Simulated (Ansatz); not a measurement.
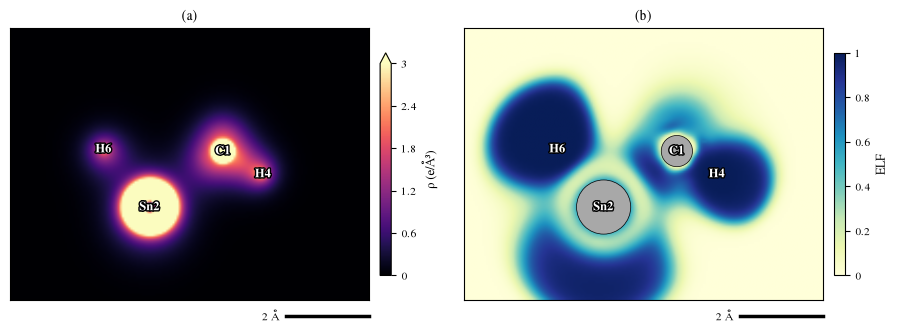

Figure 1: CH4Sn (SMILES [CH3][SnH]). (a) electron density; (b) ELF on the plane of atoms C1, Sn2 and H6. Grey discs cover the atomic cores in the ELF map.

Geometry: B3LYP-D3(BJ)/def2-SVP; core potentials replace the inner electrons of Sn.

These are results of Ansatz 0.2.0, isolated molecule in a Gaussian basis; Kohn-Sham density functional theory, functional PBE0, not measurements.

```xyz
6

C    -2.1104   -0.5981   -0.4573
Sn   -0.0515    0.1562   -0.0840
H    -2.4703   -1.1339    0.4378
H    -2.8131    0.2106   -0.7047
H    -2.0876   -1.3284   -1.2844
H     0.5561   -1.5049    0.2343
```

What do the fields say about this system?

Atoms in the plane: C, Sn and H.
C–Sn (2.22 Å): ρ is about 0.62 e/Å³ halfway; the ELF peaks at about 0.90 in the valence shell of C, 0.7 Å from its nucleus, and drops to about 0.20 between the two atoms.
C–H (1.10 Å): the density is about 1.9 e/Å³ at the midpoint; the ELF climbs to about 1 towards the hydrogen, as it does in any bond to H: an ordinary covalent bond to hydrogen.
Sn–H (1.80 Å): ρ at the midpoint is about 0.94 e/Å³; the ELF climbs to about 1 towards the hydrogen.
